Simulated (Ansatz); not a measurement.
## Run report: SiPH6F, geometry relaxation (part 1 of 2)

SiPH6F, computed with RKS PBE-D4/def2-SVP (Ansatz 0.2.0).

It belongs to a series of runs on one base structure; here: end point A relaxed. Figures and captions count atoms from 1; the log counts them from 0 in places.

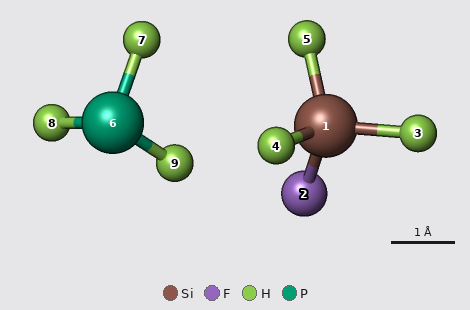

**Figure 1.** The input geometry (ball-and-stick view, seen at a tilt; atoms are numbered from 1 in the order of the input). Bond lengths as drawn: F–Si 1.62 Å, H–P 1.43 to 1.44 Å and H–Si 1.50 Å.

Input
```yaml
crystal:
  periodic: [false, false, false]
  atoms:
    - { symbol: Si, position_ang: [0.307389, 0.001676, -0.099874] }
    - { symbol: F, position_ang: [0.552918, -0.057464, 1.499617] }
    - { symbol: H, position_ang: [1.653102, 0.156195, -0.748547] }
    - { symbol: H, position_ang: [-0.553358, 1.182508, -0.438466] }
    - { symbol: H, position_ang: [-0.327095, -1.276118, -0.55475] }
    - { symbol: P, position_ang: [-2.827969, 0.19975, 1.174121] }
    - { symbol: H, position_ang: [-2.761003, -1.008723, 0.390675] }
    - { symbol: H, position_ang: [-3.527581, -0.474258, 2.240767] }
    - { symbol: H, position_ang: [-1.555003, -0.035667, 1.780557] }
basis:
  gaussian: { orbitals: def2-SVP }
hamiltonian:
  xc: pbe
  dispersion: d4
relax:
  f_tol: 0.03
  max_steps: 50
output:
  orbitals: {}
```

Hardware: 1 thread of Arm Neoverse V2, 24 GiB of memory available, shared host.

Command:
```bash
ansatz run input.yaml --threads 1 --pin off --max-ram 2048MiB --backend cpu --events-out ev --progress --plain --runs-dir out
```

The program's output
```
The last accepted step is kept in [file] (removed where the run ends without a failure and the disk answers)
Engine: ansatz 0.2.0, aarch64-unknown-linux-gnu
Functional definition: PBE
  parameter kappa = 0.804
  parameter beta = 0.06672455060314922
  exchange = pbe_x(kappa = kappa, mu = beta*pi^2/3)
  correlation = pbe_c(beta = beta)
899 factors; their error is unknown
mean field evaluation 1: about -19960.6944 eV, gradient 3.0e1 eV
mean field evaluation 2: about -19957.6728 eV, gradient 5.6e1 eV
mean field evaluation 4: about -19962.4945 eV, gradient 1.3e0 eV
mean field evaluation 8: about -19962.4545 eV, gradient 2.6e-2 eV
mean field -19962.45451759 eV, -733.6066724837 hartree, gradient 8.2e-6 eV, S^2 0.000000; 0 other end points of the search recorded, 0 dependent functions left out
the calculation of the forces begins
reference -19962.45455009 eV, -733.6066736780 hartree; 22, 22 occupied and 58, 58 virtual orbitals, 899 factors
relax step   1: F+E_penalty+E_count = -19962.60464280 eV  Δ(F+E_penalty+E_count) = +0.000e0 eV  max|allowed force component| = 1.015e0 eV/Å  Δτ_max = 0.0000 Å  (25 SCF iters, accepted)
these checks for a lower state are left out or cut short: starts, cluster_reference, orbital_swaps, neighbouring_geometries, increment
899 factors; their error is unknown
mean field evaluation 16: about -19962.5706 eV, gradient 3.6e0 eV
mean field -19962.56274012 eV, -733.6106495883 hartree, gradient 1.2e-5 eV, S^2 0.000000; 0 other end points of the search recorded, 0 dependent functions left out
[... from here on the field's lines of each further geometry are left out, up to the last ...]
relax step   2: F+E_penalty+E_count = -19962.70074554 eV  Δ(F+E_penalty+E_count) = -9.610e-2 eV  max|allowed force component| = 4.198e-1 eV/Å  Δτ_max = 0.1943 Å  (26 SCF iters, accepted)
relax step   3: F+E_penalty+E_count = -19962.66520589 eV  Δ(F+E_penalty+E_count) = +3.554e-2 eV  max|allowed force component| = 1.069e0 eV/Å  Δτ_max = 0.2000 Å  (26 SCF iters, rejected (line search))
relax step   4: F+E_penalty+E_count = -19962.71313708 eV  Δ(F+E_penalty+E_count) = -1.239e-2 eV  max|allowed force component| = 6.144e-2 eV/Å  Δτ_max = 0.0976 Å  (27 SCF iters, accepted)
relax step   5: F+E_penalty+E_count = -19962.71384478 eV  Δ(F+E_penalty+E_count) = -7.077e-4 eV  max|allowed force component| = 4.242e-2 eV/Å  Δτ_max = 0.0211 Å  (27 SCF iters, accepted)
relax step   6: F+E_penalty+E_count = -19962.71556675 eV  Δ(F+E_penalty+E_count) = -1.722e-3 eV  max|allowed force component| = 1.713e-2 eV/Å  Δτ_max = 0.0820 Å  (26 SCF iters, accepted)
relax step   7: F+E_penalty+E_count = -19962.71030493 eV  Δ(F+E_penalty+E_count) = +5.262e-3 eV  max|allowed force component| = 3.047e-1 eV/Å  Δτ_max = 0.1665 Å  (27 SCF iters, rejected (line search))
relax step   8: F+E_penalty+E_count = -19962.71641873 eV  Δ(F+E_penalty+E_count) = -8.520e-4 eV  max|allowed force component| = 6.723e-2 eV/Å  Δτ_max = 0.0813 Å  (26 SCF iters, accepted)
relax step   9: F+E_penalty+E_count = -19962.71689682 eV  Δ(F+E_penalty+E_count) = -4.781e-4 eV  max|allowed force component| = 4.562e-2 eV/Å  Δτ_max = 0.0226 Å  (27 SCF iters, accepted)
relax step  10: F+E_penalty+E_count = -19962.71742468 eV  Δ(F+E_penalty+E_count) = -5.279e-4 eV  max|allowed force component| = 3.402e-2 eV/Å  Δτ_max = 0.0372 Å  (26 SCF iters, accepted)
relax step  11: F+E_penalty+E_count = -19962.71763942 eV  Δ(F+E_penalty+E_count) = -2.147e-4 eV  max|allowed force component| = 1.996e-1 eV/Å  Δτ_max = 0.1268 Å  (26 SCF iters, accepted)
relax step  12: F+E_penalty+E_count = -19962.71866325 eV  Δ(F+E_penalty+E_count) = -1.024e-3 eV  max|allowed force component| = 9.458e-2 eV/Å  Δτ_max = 0.0160 Å  (27 SCF iters, accepted)
relax step  13: F+E_penalty+E_count = -19962.71944817 eV  Δ(F+E_penalty+E_count) = -7.849e-4 eV  max|allowed force component| = 5.045e-3 eV/Å  Δτ_max = 0.0466 Å  (27 SCF iters, accepted)
relax step  14: F+E_penalty+E_count = -19962.71994435 eV  Δ(F+E_penalty+E_count) = -4.962e-4 eV  max|allowed force component| = 1.656e-1 eV/Å  Δτ_max = 0.1386 Å  (25 SCF iters, accepted)
relax step  15: F+E_penalty+E_count = -19962.72082620 eV  Δ(F+E_penalty+E_count) = -8.818e-4 eV  max|allowed force component| = 5.595e-2 eV/Å  Δτ_max = 0.0110 Å  (27 SCF iters, accepted)
relax step  16: F+E_penalty+E_count = -19962.72151235 eV  Δ(F+E_penalty+E_count) = -6.862e-4 eV  max|allowed force component| = 1.485e-2 eV/Å  Δτ_max = 0.0474 Å  (27 SCF iters, accepted)
relax step  17: F+E_penalty+E_count = -19962.71883622 eV  Δ(F+E_penalty+E_count) = +2.676e-3 eV  max|allowed force component| = 3.703e-1 eV/Å  Δτ_max = 0.1973 Å  (26 SCF iters, rejected (line search))
relax step  18: F+E_penalty+E_count = -19962.72252330 eV  Δ(F+E_penalty+E_count) = -1.011e-3 eV  max|allowed force component| = 7.712e-2 eV/Å  Δτ_max = 0.0962 Å  (26 SCF iters, accepted)
relax step  19: F+E_penalty+E_count = -19962.72302630 eV  Δ(F+E_penalty+E_count) = -5.030e-4 eV  max|allowed force component| = 1.529e-1 eV/Å  Δτ_max = 0.0979 Å  (26 SCF iters, accepted)
relax step  20: F+E_penalty+E_count = -19962.72406121 eV  Δ(F+E_penalty+E_count) = -1.035e-3 eV  max|allowed force component| = 8.840e-2 eV/Å  Δτ_max = 0.0288 Å  (27 SCF iters, accepted)
relax step  21: F+E_penalty+E_count = -19962.72532774 eV  Δ(F+E_penalty+E_count) = -1.267e-3 eV  max|allowed force component| = 3.542e-2 eV/Å  Δτ_max = 0.0786 Å  (27 SCF iters, accepted)
relax step  22: F+E_penalty+E_count = -19962.72434187 eV  Δ(F+E_penalty+E_count) = +9.859e-4 eV  max|allowed force component| = 2.877e-1 eV/Å  Δτ_max = 0.1955 Å  (28 SCF iters, rejected (line search))
relax step  23: F+E_penalty+E_count = -19962.72523933 eV  Δ(F+E_penalty+E_count) = +8.841e-5 eV  max|allowed force component| = 3.102e-2 eV/Å  Δτ_max = 0.0059 Å  (21 SCF iters, rejected (line search))
the calculation of the forces begins
reference -19962.59902809 eV, -733.6119831467 hartree; 22, 22 occupied and 58, 58 virtual orbitals, 899 factors
relax step  24: F+E_penalty+E_count = -19962.72542195 eV  Δ(F+E_penalty+E_count) = -9.421e-5 eV  max|allowed force component| = 4.507e-3 eV/Å  Δτ_max = 0.0029 Å  (19 SCF iters, accepted)
```

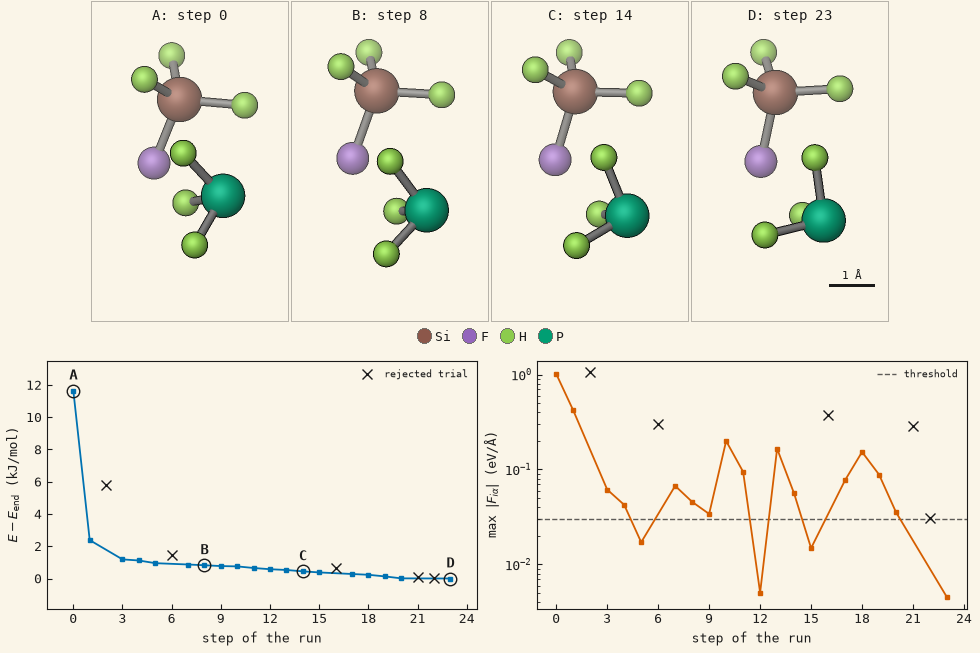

**Figure 2.** Frames of the relaxation (ball-and-stick view, seen at an oblique angle) above the curves, on which the letters mark them (the first geometry is step 0 here and step 1 in the log).

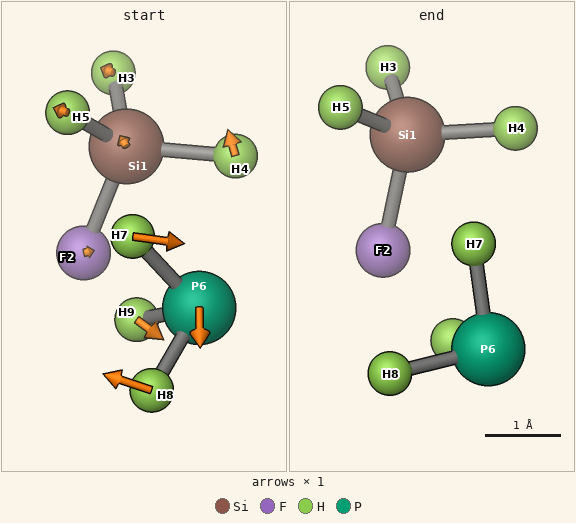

**Figure 3.** Before (left) and after (right) the relaxation, at one scale (ball-and-stick view, seen at an oblique angle). The orange arrows give the displacements, at true length. The largest move after the best rigid fit is that of H7, 0.72 Å. Largest moves by element: H 0.72 Å, P 0.62 Å, Si 0.20 Å, F 0.16 Å. Distances before and after: Si1–F2 1.619 → 1.644 Å, P6–H9 1.430 → 1.440 Å. The energy falls by 11.7 kJ/mol in 23 geometry steps. The largest force component goes from 1 to 0.0045 eV/Å. The line search rejected the trial steps at points 2, 6, 16, 21, 22 (counted from 0) and went back. (Atoms are counted from 1 in the order of the input.)

```
899 factors; their error is unknown
mean field -19962.59899375 eV, -733.6119818848 hartree, gradient 5.1e-5 eV, S^2 0.000000; 1 other end points of the search recorded, 0 dependent functions left out
the calculation of the forces begins
reference -19962.59902809 eV, -733.6119831467 hartree; 22, 22 occupied and 58, 58 virtual orbitals, 899 factors
Total energy: -19962.72545628 eV, -733.6166292971 hartree
Atom 0 at     0.465461    -0.067294    -0.200081 Å, force     0.001439     0.000161    -0.000575 eV/Å
Atom 1 at     0.527206     0.104999     1.433586 Å, force     0.000405     0.002107     0.000503 eV/Å
Atom 2 at     1.863773     0.049993    -0.732040 Å, force    -0.001353    -0.001783     0.000441 eV/Å
Atom 3 at    -0.398056     1.022580    -0.764838 Å, force    -0.000664    -0.002328    -0.001108 eV/Å
Atom 4 at    -0.103291    -1.417186    -0.524734 Å, force    -0.001153    -0.000231     0.001775 eV/Å
Atom 5 at    -3.255681     0.174135     1.619608 Å, force    -0.000711    -0.000930     0.001247 eV/Å
Atom 6 at    -2.981625    -0.347432     0.302901 Å, force    -0.000778     0.004490     0.000015 eV/Å
Atom 7 at    -3.302433    -1.147867     2.191553 Å, force     0.004507    -0.002801    -0.004425 eV/Å
Atom 8 at    -1.853953     0.315970     1.918146 Å, force    -0.001692     0.001316     0.002127 eV/Å
Dipole moment:     0.136757    -0.147844    -0.290732 e Å
```

Trajectory as extended XYZ (Å, eV, eV/Å), 24 frames, from step=1 to step=24
```
9
Properties=species:S:1:pos:R:3:forces:R:3 step=1 energy=-19962.60464
Si    0.3074    0.0017   -0.0999    0.2204   0.0759  -1.0147
F     0.5529   -0.0575    1.4996    0.2773  -0.0448   0.8473
H     1.6531    0.1562   -0.7485   -0.0010  -0.0020  -0.0103
H    -0.5534    1.1825   -0.4385   -0.0008  -0.0136   0.0089
H    -0.3271   -1.2761   -0.5547   -0.0123  -0.0327  -0.0005
P    -2.8280    0.1998    1.1741   -0.5118   0.0433   0.0196
H    -2.7610   -1.0087    0.3907    0.0084   0.0141   0.0202
H    -3.5276   -0.4743    2.2408   -0.0009   0.0134  -0.0086
H    -1.5550   -0.0357    1.7806    0.0207  -0.0535   0.1382
9
Properties=species:S:1:pos:R:3:forces:R:3 step=2 energy=-19962.70075
Si    0.4416    0.0098   -0.1639   -0.0642   0.0358  -0.4187
F     0.6781   -0.0533    1.4481    0.0577  -0.0189   0.4198
H     1.7817    0.1721   -0.8142    0.0259  -0.0023  -0.0441
H    -0.4479    1.1755   -0.4871    0.0345   0.0131   0.0106
H    -0.2155   -1.2637   -0.6070    0.0334  -0.0344  -0.0105
P    -3.0060    0.1924    1.2514   -0.0453  -0.0187  -0.0138
H    -2.8891   -1.0053    0.4551   -0.0483   0.0124   0.0138
H    -3.6683   -0.5101    2.3206   -0.0222  -0.0260  -0.0059
H    -1.7132   -0.0295    1.8412    0.0286   0.0390   0.0488
9
Properties=species:S:1:pos:R:3:forces:R:3 step=3 energy=-19962.66521 accepted=F
Si    0.5077    0.0136   -0.2198    0.1913  -0.1823   0.7828
F     0.6153   -0.0660    1.4563    0.0478   0.0607  -1.0689
H     1.8654    0.1642   -0.8554    0.0110   0.0386   0.2285
H    -0.3092    1.2268   -0.5616   -0.1051  -0.1406  -0.0101
H    -0.0472   -1.3025   -0.7079   -0.1335   0.2196   0.0653
P    -3.1299    0.1838    1.3378    0.0124  -0.0098   0.1416
H    -3.0255   -0.9947    0.5155    0.1269   0.0050  -0.0348
H    -3.7279   -0.5908    2.4017    0.0828   0.0972   0.0004
H    -1.7874    0.0534    1.8774   -0.2336  -0.0883  -0.1048
9
Properties=species:S:1:pos:R:3:forces:R:3 step=4 energy=-19962.71314
Si    0.4984    0.0106   -0.1976   -0.0147  -0.0185   0.0511
F     0.7138   -0.0577    1.4320   -0.0081   0.0033  -0.0614
H     1.8404    0.1769   -0.8471    0.0117   0.0009   0.0050
H    -0.3847    1.1827   -0.5144    0.0075  -0.0124  -0.0033
H    -0.1419   -1.2722   -0.6459    0.0127   0.0220  -0.0036
P    -3.0933    0.1882    1.2948    0.0262  -0.0245   0.0295
H    -2.9596   -0.9992    0.4862   -0.0008   0.0124   0.0092
H    -3.7269   -0.5471    2.3607   -0.0025   0.0019  -0.0082
H    -1.7848    0.0057    1.8752   -0.0320   0.0149  -0.0181
9
Properties=species:S:1:pos:R:3:forces:R:3 step=5 energy=-19962.71384
Si    0.5058    0.0096   -0.2046   -0.0041  -0.0158   0.0335
F     0.7066   -0.0616    1.4262   -0.0048   0.0024  -0.0424
H     1.8533    0.1785   -0.8430    0.0055   0.0016   0.0102
H    -0.3751    1.1816   -0.5262    0.0010  -0.0087  -0.0048
H    -0.1278   -1.2729   -0.6615    0.0051   0.0160  -0.0043
P    -3.1053    0.1879    1.3058    0.0036  -0.0103   0.0173
H    -2.9647   -0.9966    0.4947    0.0082   0.0082   0.0035
H    -3.7361   -0.5550    2.3681    0.0065   0.0048  -0.0015
H    -1.7955    0.0164    1.8846   -0.0210   0.0019  -0.0113
9
Properties=species:S:1:pos:R:3:forces:R:3 step=6 energy=-19962.71557
Si    0.5111   -0.0013   -0.2110    0.0171   0.0078  -0.0047
F     0.6598   -0.0803    1.4237   -0.0075  -0.0012   0.0037
H     1.8801    0.1834   -0.7984   -0.0067  -0.0048   0.0028
H    -0.3658    1.1668   -0.5553   -0.0048   0.0004  -0.0032
H    -0.0992   -1.2819   -0.6995    0.0019  -0.0060  -0.0053
P    -3.1491    0.1922    1.3371   -0.0063   0.0047  -0.0136
H    -2.9830   -0.9652    0.4926   -0.0035   0.0040  -0.0011
H    -3.6865   -0.6046    2.4106    0.0072  -0.0066   0.0055
H    -1.8058    0.0788    1.8445    0.0026   0.0016   0.0159
9
Properties=species:S:1:pos:R:3:forces:R:3 step=7 energy=-19962.71031 accepted=F
Si    0.5206   -0.0233   -0.2290    0.1107   0.0105   0.0566
F     0.5499   -0.1141    1.4162   -0.0080   0.0013  -0.1265
H     1.9347    0.1895   -0.7076   -0.1239  -0.0195   0.0346
H    -0.3491    1.1338   -0.6276    0.0094  -0.0019   0.0071
H    -0.0320   -1.3060   -0.7808    0.0167   0.0081   0.0246
P    -3.2317    0.2045    1.4081    0.1617  -0.3047   0.2500
H    -3.0117   -0.8875    0.4834   -0.0419   0.0711   0.0530
H    -3.5877   -0.7151    2.4865    0.1038   0.2256  -0.2752
H    -1.8317    0.2060    1.7950   -0.2286   0.0096  -0.0241
```
